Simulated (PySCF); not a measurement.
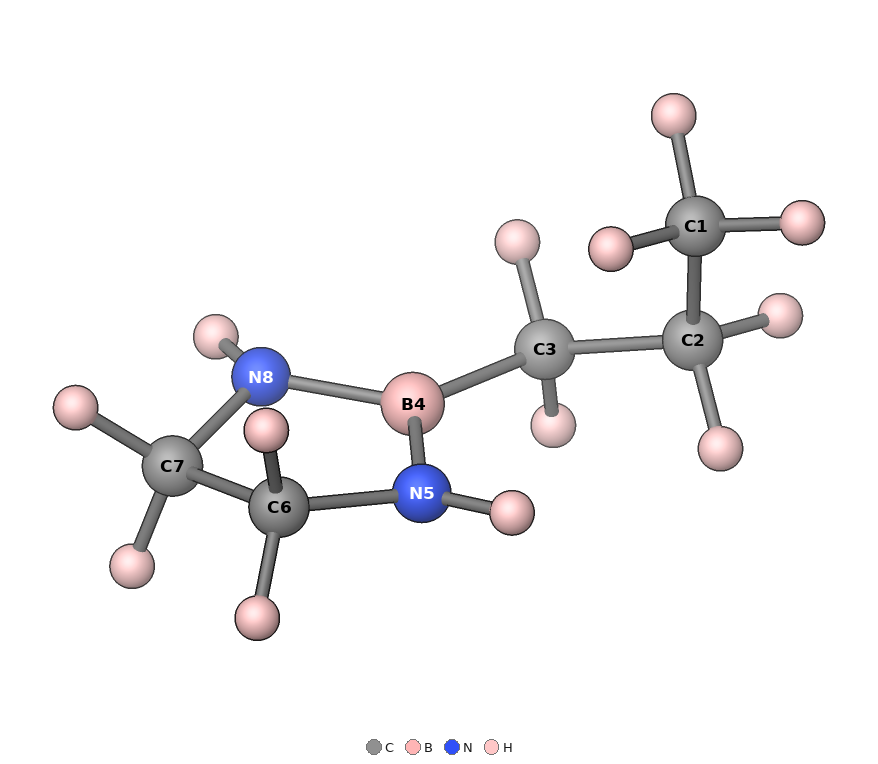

Atoms fade into the background with distance from the viewer. The geometry was computed by an optimisation with PBE0-D3(BJ)/def2-SVP. No frequency run is at hand to confirm it as a minimum.

Q: How is the 5-membered ring B4–N5–C6–C7–N8 puckered?

A: It is a twist (half-chair). The Cremer–Pople amplitude Q is 0.23 Å.

Q: Give the torsion angles round the ring, beginning with the bond from its second to its third atom.

A: 20°, −24°, 20°, −9°, −8°.
